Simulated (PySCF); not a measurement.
**Run report: C$_{3}$H$_{7}$Al, geometry relaxation (part 2 of 2)**

C$_{3}$H$_{7}$Al, SMILES C=C[CH2][AlH2]; PBE0-D3(BJ)/def2-SVP geometry optimisation, gas phase (PySCF 2.14.0). 

Geometry of the input (Å):
```
C  -1.4631  0.6372  -0.4633
C  -0.8485  -0.1119  0.4042
C  0.2200  -1.0663  0.0314
Al 1.7616  0.2821  -0.1593
H  -1.3005  0.5712  -1.5379
H  -2.2532  1.3612  -0.1673
H  -1.0569  -0.0148  1.4642
H  0.3703  -1.8437  0.7883
H  0.0046  -1.5478  -0.8947
H  3.2041  0.0165  0.2456
H  1.3995  1.6906  -0.6870
```

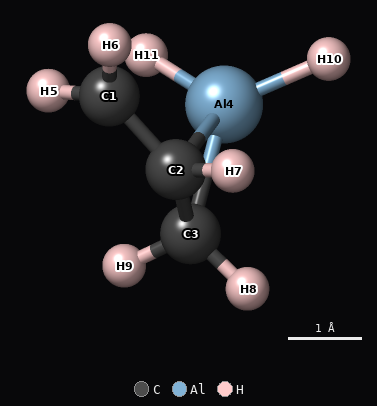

Figure 1. The geometry at step 20 of the log (ball-and-stick view, seen at a tilt; atoms are numbered from 1 in the order of the input).

## Trajectory as extended XYZ, continued
```
11
Properties=species:S:1:pos:R:3:forces:R:3 step=12 energy=-9809.50946
C    -1.6583    0.6078   -0.3268    0.1543   0.2033  -0.0411
C    -0.7009   -0.0410    0.3543   -0.0528  -0.2475  -0.0794
C     0.2640   -1.0439   -0.1909    0.0215   0.1450   0.3650
Al    1.7930    0.2026   -0.1081    0.0411   0.0825  -0.1766
H    -1.8364    0.4100   -1.3887   -0.0304  -0.0172   0.0127
H    -2.2726    1.3710    0.1561   -0.0368  -0.0022  -0.0150
H    -0.5837    0.2194    1.4183   -0.0475  -0.1045   0.0338
H     0.3473   -1.9123    0.4800    0.0820  -0.0338  -0.0285
H     0.0193   -1.3668   -1.2119   -0.0730   0.0127  -0.0250
H     2.7500    0.3113    1.1738   -0.1506  -0.0112  -0.0912
H     1.9167    1.2160   -1.3318    0.0923  -0.0272   0.0453
11
Properties=species:S:1:pos:R:3:forces:R:3 step=13 energy=-9809.53421
C    -1.5783    0.6478   -0.3291    0.1724   0.2185  -0.0644
C    -0.6694   -0.0716    0.3508   -0.0791  -0.3375  -0.0204
C     0.2600   -1.1065   -0.1952   -0.0110   0.1448   0.4699
Al    1.7200    0.2206   -0.1362    0.0001   0.1295  -0.1406
H    -1.7502    0.4882   -1.3981   -0.0344  -0.0145   0.0036
H    -2.1583    1.4293    0.1674   -0.0334  -0.0031  -0.0262
H    -0.5618    0.1583    1.4233   -0.0316  -0.1104   0.0068
H     0.3727   -1.9394    0.5149    0.0868  -0.0248  -0.0603
H    -0.0108   -1.4758   -1.1912   -0.0734   0.0608  -0.0826
H     2.5916    0.4090    1.1951   -0.1073  -0.0057  -0.1171
H     1.8229    1.2141   -1.3774    0.1108  -0.0576   0.0312
11
Properties=species:S:1:pos:R:3:forces:R:3 step=14 energy=-9809.62570
C    -1.3279    0.7621   -0.3351    0.2520   0.1166  -0.1195
C    -0.6541   -0.1791    0.3613   -0.2266  -0.4309   0.5120
C     0.2545   -1.2385   -0.1400   -0.1778  -0.0623   0.0810
Al    1.4972    0.2920   -0.2495   -0.0511   0.2278   0.0724
H    -1.3495    0.7677   -1.4288   -0.0311  -0.0028  -0.0381
H    -1.8863    1.5438    0.1857   -0.0082  -0.0152  -0.0327
H    -0.6983   -0.0927    1.4588   -0.0113   0.0253  -0.0839
H     0.4854   -1.9758    0.6423    0.0343   0.0490  -0.1305
H    -0.0531   -1.7298   -1.0694   -0.0127   0.1023  -0.1579
H     2.2304    0.5912    1.1268    0.1172   0.1361  -0.0377
H     1.5401    1.2332   -1.5278    0.1153  -0.1457  -0.0651
11
Properties=species:S:1:pos:R:3:forces:R:3 step=15 energy=-9809.49368
C    -1.0779    0.8275   -0.2926   -0.0031  -0.0214  -0.2587
C    -0.6140   -0.2579    0.3804   -1.1082  -1.0461   0.5593
C     0.2344   -1.3491   -0.1357   -0.2835   0.1646   0.4134
Al    1.2556    0.3486   -0.3080    0.7430   0.7292  -0.0725
H    -1.0139    0.9043   -1.3822   -0.1858  -0.0456  -0.0641
H    -1.5782    1.6380    0.2428    0.0466   0.0011  -0.0406
H    -0.7251   -0.2264    1.4753    0.0777   0.1017  -0.1129
H     0.5464   -2.0424    0.6555   -0.0597   0.0097  -0.1003
H    -0.1093   -1.8805   -1.0280    0.0935   0.2174  -0.2815
H     1.6391    0.9299    1.1131    0.5633   0.0371  -0.0093
H     1.4812    1.0821   -1.6964    0.1161  -0.1478  -0.0328
11
Properties=species:S:1:pos:R:3:forces:R:3 step=16 energy=-9809.68454
C    -1.2028    0.8027   -0.3062    0.1926   0.0647  -0.1417
C    -0.6670   -0.2333    0.3846   -0.2475  -0.4359   0.4198
C     0.2365   -1.2871   -0.1219   -0.1485  -0.0509   0.0948
Al    1.3844    0.3267   -0.2885   -0.0258   0.2720   0.1065
H    -1.1399    0.8649   -1.3969   -0.0844  -0.0213  -0.0501
H    -1.7572    1.5887    0.2120    0.0123  -0.0058  -0.0307
H    -0.7827   -0.1974    1.4785    0.0229   0.0594  -0.0690
H     0.5129   -2.0102    0.6568   -0.0223   0.0294  -0.1060
H    -0.0778   -1.7922   -1.0425    0.0425   0.1364  -0.1615
H     2.0025    0.7803    1.0969    0.1966   0.0905  -0.0109
H     1.5294    1.1310   -1.6484    0.0614  -0.1384  -0.0512
11
Properties=species:S:1:pos:R:3:forces:R:3 step=17 energy=-9809.56709
C    -1.2946    0.7813   -0.2704   -0.2819  -0.0457   0.1746
C    -0.8452   -0.2758    0.4542    0.6234   0.9910  -0.2066
C     0.2047   -1.1753   -0.0452    0.3784  -0.3640  -0.4664
Al    1.5119    0.3517   -0.2912   -0.4881  -0.5664   0.2583
H    -1.0959    0.8635   -1.3454    0.0495   0.0184  -0.0164
H    -1.9637    1.5280    0.1638   -0.0457  -0.0298  -0.0191
H    -1.0889   -0.3040    1.5221   -0.0736  -0.0503   0.0610
H     0.4754   -1.9788    0.6492   -0.0042  -0.0606  -0.0419
H    -0.0337   -1.5854   -1.0439    0.0488  -0.0435   0.1486
H     2.3914    0.7781    0.9474   -0.0330   0.1487   0.1836
H     1.7770    0.9908   -1.7164   -0.1737   0.0022  -0.0757
11
Properties=species:S:1:pos:R:3:forces:R:3 step=18 energy=-9809.71274
C    -1.2204    0.8065   -0.2802   -0.0771   0.0287  -0.0948
C    -0.7649   -0.2542    0.4346    0.4352   0.1586   0.0018
C     0.2075   -1.2418   -0.0749   -0.0184  -0.2179  -0.0381
Al    1.4242    0.3317   -0.2597   -0.2096  -0.0053   0.0521
H    -1.0801    0.8672   -1.3662   -0.0080   0.0048   0.0171
H    -1.8396    1.5786    0.1815    0.0098   0.0007   0.0129
H    -0.9677   -0.2515    1.5138    0.0209  -0.0111   0.0174
H     0.4715   -2.0328    0.6356   -0.0745   0.0012   0.0312
H    -0.0566   -1.6713   -1.0527    0.0575   0.0797  -0.0293
H     2.2471    0.8643    0.9874   -0.0724  -0.0058   0.0841
H     1.6172    0.9775   -1.6949   -0.0633  -0.0337  -0.0542
11
Properties=species:S:1:pos:R:3:forces:R:3 step=19 energy=-9809.72840
C    -1.1100    0.8214   -0.2910   -0.1416   0.1897  -0.1714
C    -0.6810   -0.2547    0.4214   -0.1582  -0.6131   0.2065
C     0.2050   -1.3098   -0.0952   -0.2969  -0.1827   0.2026
Al    1.2869    0.3502   -0.2506    0.4205   0.5100  -0.1241
H    -1.0353    0.8542   -1.3833   -0.0722  -0.0259   0.0158
H    -1.6491    1.6401    0.1916    0.0364  -0.0134   0.0165
H    -0.8240   -0.2162    1.5099    0.0588   0.0406   0.0044
H     0.4783   -2.0865    0.6267   -0.0620   0.0686   0.0635
H    -0.0793   -1.7511   -1.0572    0.0555   0.1633  -0.1755
H     2.0188    0.9164    1.0371    0.0592  -0.0349   0.0219
H     1.4279    1.0103   -1.6851    0.1004  -0.1022  -0.0603
11
Properties=species:S:1:pos:R:3:forces:R:3 step=20 energy=-9809.75860
C    -1.1759    0.8116   -0.2874    0.0017   0.0467  -0.0794
C    -0.7067   -0.2529    0.4196    0.0594  -0.1330   0.0479
C     0.2096   -1.2809   -0.0953   -0.1234  -0.1353   0.1265
Al    1.3590    0.3493   -0.2516   -0.0309   0.1728   0.0070
H    -1.1121    0.8521   -1.3802    0.0044  -0.0137  -0.0094
H    -1.7385    1.6085    0.2036    0.0152  -0.0016   0.0124
H    -0.8551   -0.2252    1.5080    0.0514   0.0338  -0.0058
H     0.4617   -2.0596    0.6318   -0.0192  -0.0090  -0.0070
H    -0.0544   -1.7089   -1.0715    0.0556   0.1161  -0.0784
H     2.0840    0.9104    1.0445    0.0008  -0.0197   0.0052
H     1.5668    0.9697   -1.6972   -0.0152  -0.0570  -0.0190
11
Properties=species:S:1:pos:R:3:forces:R:3 step=21 energy=-9809.76248
C    -1.1732    0.7970   -0.2896    0.0070   0.1136  -0.0432
C    -0.6781   -0.2481    0.4309   -0.0564  -0.2305  -0.0829
C     0.2019   -1.2908   -0.1092   -0.1517  -0.0762   0.3155
Al    1.3442    0.3558   -0.2268    0.0336   0.2191  -0.1066
H    -1.1751    0.7879   -1.3853    0.0317   0.0004   0.0043
H    -1.6952    1.6229    0.1986    0.0104  -0.0088   0.0155
H    -0.7599   -0.1806    1.5245    0.0241  -0.0102  -0.0102
H     0.4377   -2.0989    0.5904    0.0033  -0.0008  -0.0034
H    -0.0689   -1.6653   -1.1046    0.0814   0.0868  -0.0743
H     1.9901    0.9800    1.0813    0.0468  -0.0638   0.0084
H     1.6149    0.9144   -1.6860   -0.0303  -0.0296  -0.0233
11
Properties=species:S:1:pos:R:3:forces:R:3 step=22 energy=-9809.77625
C    -1.1198    0.8064   -0.2816   -0.0690   0.1764  -0.0786
C    -0.6979   -0.2692    0.4465    0.1833  -0.1490  -0.0681
C     0.1837   -1.3073   -0.0819   -0.1138   0.0159   0.1781
Al    1.3073    0.3752   -0.2298   -0.1043   0.0963  -0.0602
H    -1.0715    0.8032   -1.3771   -0.0508   0.0015   0.0480
H    -1.6392    1.6428    0.1906   -0.0068  -0.0101   0.0105
H    -0.8111   -0.2107    1.5370   -0.0022  -0.0109   0.0218
H     0.4206   -2.1271    0.6026   -0.0118  -0.0030  -0.0256
H    -0.0619   -1.6405   -1.0988    0.1047  -0.0180  -0.0234
H     2.0234    1.0130    1.0319    0.0202  -0.0641   0.0365
H     1.5047    0.8882   -1.7150    0.0506  -0.0350  -0.0389
11
Properties=species:S:1:pos:R:3:forces:R:3 step=23 energy=-9809.78598
C    -1.1173    0.8200   -0.2779    0.0392   0.0476  -0.1045
C    -0.6954   -0.2732    0.4314   -0.0132  -0.1730   0.1557
C     0.1927   -1.3093   -0.0667   -0.1482   0.0380  -0.0940
Al    1.2788    0.3996   -0.2469   -0.0030   0.0881   0.0625
H    -1.0782    0.8398   -1.3724   -0.0529  -0.0110  -0.0035
H    -1.6491    1.6359    0.2158    0.0230  -0.0034   0.0007
H    -0.8271   -0.2283    1.5212    0.0220   0.0287   0.0095
H     0.4296   -2.1229    0.6242   -0.0006   0.0279  -0.0130
H    -0.0058   -1.6409   -1.0946    0.0589  -0.0418  -0.0094
H     1.9843    1.0034    1.0351    0.0537   0.0180   0.0086
H     1.5258    0.8501   -1.7449    0.0210  -0.0192  -0.0126
11
Properties=species:S:1:pos:R:3:forces:R:3 step=24 energy=-9809.79262
C    -1.1128    0.8194   -0.2799    0.0488   0.0546  -0.0481
C    -0.6940   -0.2767    0.4332   -0.0116  -0.1176   0.0735
C     0.1841   -1.3122   -0.0683   -0.1199   0.0023  -0.0490
Al    1.2617    0.4160   -0.2369    0.0084   0.0780   0.0295
H    -1.1113    0.8205   -1.3750   -0.0146   0.0025  -0.0033
H    -1.6215    1.6467    0.2183   -0.0142  -0.0059  -0.0011
H    -0.8066   -0.2213    1.5251    0.0188   0.0143  -0.0023
H     0.4195   -2.1293    0.6172    0.0274  -0.0028   0.0047
H     0.0137   -1.6302   -1.1056    0.0195  -0.0232   0.0071
H     1.9809    1.0175    1.0416    0.0191   0.0078  -0.0185
H     1.5246    0.8236   -1.7454    0.0184  -0.0100   0.0077
11
Properties=species:S:1:pos:R:3:forces:R:3 step=25 energy=-9809.79639
C    -1.0839    0.8256   -0.2763   -0.0046   0.0795  -0.0184
C    -0.6978   -0.2897    0.4380    0.0523  -0.0805  -0.0204
C     0.1689   -1.3221   -0.0651   -0.1211  -0.0507   0.0295
Al    1.2179    0.4488   -0.2367    0.0616   0.0906   0.0271
H    -1.1105    0.8147   -1.3711   -0.0161   0.0008  -0.0051
H    -1.5791    1.6589    0.2250   -0.0325  -0.0051  -0.0092
H    -0.7996   -0.2278    1.5309    0.0046  -0.0115  -0.0137
H     0.4143   -2.1403    0.6145    0.0402  -0.0133   0.0108
H     0.0365   -1.6244   -1.1125   -0.0077   0.0040   0.0181
H     1.9395    1.0651    1.0349    0.0131  -0.0165  -0.0329
H     1.5321    0.7655   -1.7572    0.0103   0.0028   0.0142
11
Properties=species:S:1:pos:R:3:forces:R:3 step=26 energy=-9809.79843
C    -1.0809    0.8310   -0.2773    0.0164   0.0086   0.0059
C    -0.6978   -0.2912    0.4370    0.0198   0.0074  -0.0385
C     0.1611   -1.3228   -0.0634   -0.0439  -0.0857   0.0276
Al    1.2085    0.4686   -0.2328    0.0148   0.0347   0.0034
H    -1.1268    0.8101   -1.3715    0.0022   0.0118   0.0015
H    -1.5891    1.6562    0.2243   -0.0094   0.0022  -0.0010
H    -0.7967   -0.2295    1.5302   -0.0030  -0.0080  -0.0090
H     0.4145   -2.1390    0.6164    0.0380   0.0042   0.0059
H     0.0499   -1.6210   -1.1139   -0.0253   0.0189   0.0114
H     1.9616    1.0586    1.0321   -0.0151  -0.0008  -0.0198
H     1.5339    0.7531   -1.7569    0.0055   0.0068   0.0125
11
Properties=species:S:1:pos:R:3:forces:R:3 step=27 energy=-9809.79945
C    -1.0649    0.8358   -0.2769   -0.0080   0.0092  -0.0059
C    -0.6965   -0.2979    0.4360   -0.0019  -0.0128   0.0039
C     0.1541   -1.3305   -0.0590   -0.0524  -0.0628   0.0033
Al    1.1845    0.4923   -0.2361    0.0486   0.0296  -0.0037
H    -1.1271    0.8116   -1.3705    0.0008   0.0035   0.0029
H    -1.5766    1.6575    0.2270   -0.0078  -0.0021   0.0021
H    -0.7971   -0.2371    1.5291    0.0007   0.0022  -0.0027
H     0.4220   -2.1422    0.6206    0.0218   0.0148   0.0033
H     0.0575   -1.6211   -1.1125   -0.0040   0.0111  -0.0031
H     1.9458    1.0703    1.0273   -0.0035   0.0068  -0.0034
H     1.5365    0.7354   -1.7607    0.0058   0.0004   0.0033
11
Properties=species:S:1:pos:R:3:forces:R:3 step=28 energy=-9809.79977
C    -1.0590    0.8380   -0.2763   -0.0032  -0.0061  -0.0054
C    -0.6971   -0.3027    0.4355    0.0093   0.0171  -0.0006
C     0.1477   -1.3357   -0.0577   -0.0223  -0.0218   0.0002
Al    1.1757    0.5071   -0.2387    0.0015   0.0047   0.0046
H    -1.1313    0.8136   -1.3694   -0.0003  -0.0087   0.0006
H    -1.5775    1.6541    0.2300    0.0035  -0.0004   0.0017
H    -0.7982   -0.2419    1.5284    0.0017   0.0031   0.0008
H     0.4281   -2.1422    0.6230    0.0049   0.0067  -0.0014
H     0.0598   -1.6219   -1.1129    0.0115   0.0077  -0.0064
H     1.9349    1.0880    1.0237    0.0024  -0.0016   0.0080
H     1.5550    0.7178   -1.7613   -0.0091  -0.0007  -0.0022
```

## Results in brief

```csv
quantity,value
outcome,converged
total energy,−360.503495 hartree
dipole moment,1.66 D
point group,C1
hardware,"1 CPU thread, shared host"
wall time,1.9 min
peak memory,0.41 GiB
```
